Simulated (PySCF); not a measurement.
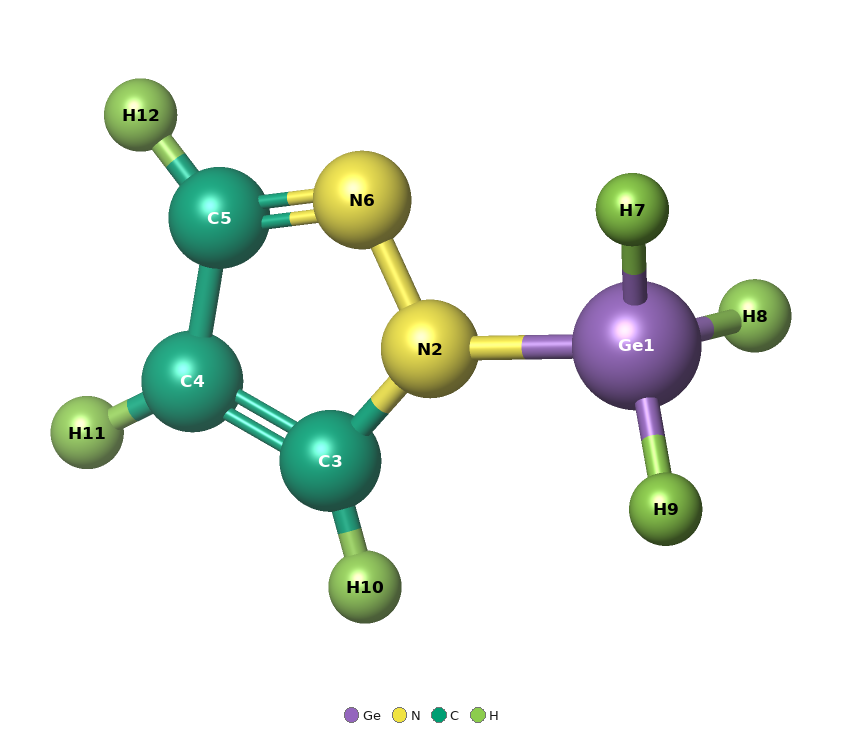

The geometry was computed by an optimisation with GFN2-xTB. No frequency run is at hand to confirm it as a minimum. Method: B3LYP/pcJ-1 (pcSseg-1 on Ge) indirect spin-spin coupling, non-relativistic, gas phase (PySCF 2.14.0). Isotopes: 13C, 1H, 15N.

Give the spin–spin coupling constants of these pairs, with the number of bonds between them: N2/C3, N2/N6, N2/H7, N2/C5, N2/C4, N2/H8, N2/H9, N2/H10, C3/N6, N2/H12, N6/H7, N6/H9.

```tsv
pair	bonds apart	J (Hz)
N2, C3	1	−9.4
N2, N6	1	−14.4
N2, H7	2	−2.8
N2, C5	2	0.6
N2, C4	2	−5.5
N2, H8	2	−3.9
N2, H9	2	−7.2
N2, H10	2	−7.0
C3, N6	2	0.9
N2, H12	3	−8.3
N6, H7	3	−2.5
N6, H9	3	−6.0
```

The geometry is semi-empirical. Around Ge such bond lengths and angles can be off by a tenth of an ångström or more and by several degrees, and values that hang on the shape move with them.
